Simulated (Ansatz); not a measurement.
## Amorphous Hf18O37Zn

It comes from a melt-quench run on a machine-learned potential (CHGNet), relaxed afterwards by DFT. O atoms were pushed apart under 1.9 Å during the dynamics, to hinder bonds among them. The hot cell started wider than the set density and was brought back towards it in steps. It is the lowest in DFT energy of 2 quenches. It is a model cell: composition and starting density were chosen by hand, and all elements were melted together. No dispersion term was used.

Methods: PBE, scalar-relativistic without spin-orbit coupling (Ansatz, an electronic-structure program); r2SCAN, scalar-relativistic without spin-orbit coupling (Ansatz); HSE06, scalar-relativistic without spin-orbit coupling (Ansatz). Geometry, pressure, stress and energy are those of the PBE run. Its sampling: a 2×2×2 Γ-centred mesh; Fermi-Dirac width 0.02 eV; no spin polarisation. Other functionals are single points at the zone centre (r2SCAN at 500 eV; exact exchange cut at the cell's faces), free to take moments where seeds were set. At PBE the levels at the filled edge of the gap are localised (band-tail or defect states).

The number of atoms in the cell is 56. The density (held, not predicted) comes out as 8.88 g/cm³ and the volume per atom is 12.92 Å^3. The pressure on a 2×2×2 Γ-centred mesh is 0.41 GPa. The largest force and stress component on that mesh (the relaxation ran on the zone centre alone) is 0.16 eV/Å and 0.4 GPa and the energy relative to HfO2 (P2_1/c) + wurtzite ZnO (lowest mix at this level among the phases computed, not always the ambient ones) is 172 meV/atom. The level gap on a 2×2×2 Γ-centred mesh (PBE) is 3.81 eV. The level gap at the zone centre (PBE) comes out as 3.89 eV and the level gap at the zone centre (r2SCAN) comes out as 4.35 eV. The level gap at the zone centre (HSE06) is 5.44 eV.

Cut-offs for bonds: Hf-Hf 3.34 Å, Hf-O 2.72 Å, Hf-Zn 3.01 Å, O-O 1.58 Å, O-Zn 2.26 Å, Zn-Zn 2.68 Å. Two cations that share two anions don't count as bonded, nor two that share one unless they lie closer than Hf-Hf 3.25 Å, Hf-Zn 2.93 Å, Zn-Zn 2.61 Å.

| Item | Result |
|---|---|
| Mean coordination of Hf by anions | 6.56 (9 with 6, 8 with 7, 1 with 8) |
| Mean coordination of O | 3.27 (2 with 2, 23 with 3, 12 with 4) |
| Mean coordination of Zn by anions | 3.00 (1 with 3) |
| Mean Hf-O bond | 2.157 Å (spread 0.127 Å, 118 counted) |
| Mean O-Zn bond | 1.982 Å (spread 0.051 Å, 3 counted) |

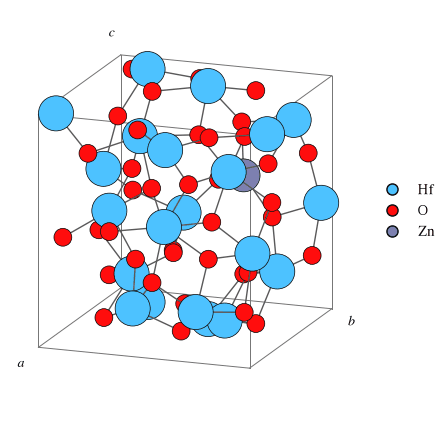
*The relaxed cell*

Its density started from a set value of 8.88 g/cm³. The quench (nominally 450 K/ps over its main leg) was far faster than any real one, so the model tends to hold more defects than a real film. One small periodic cell is one sample of the glass; other quenches scatter about these values. The volume was held where the preparation left it and the shape relaxed, at a PBE pressure of 0.4 GPa. On a 2×2×2 Γ-centred mesh force components of up to 0.16 eV/Å stay, since the relaxation ran on the zone centre alone.
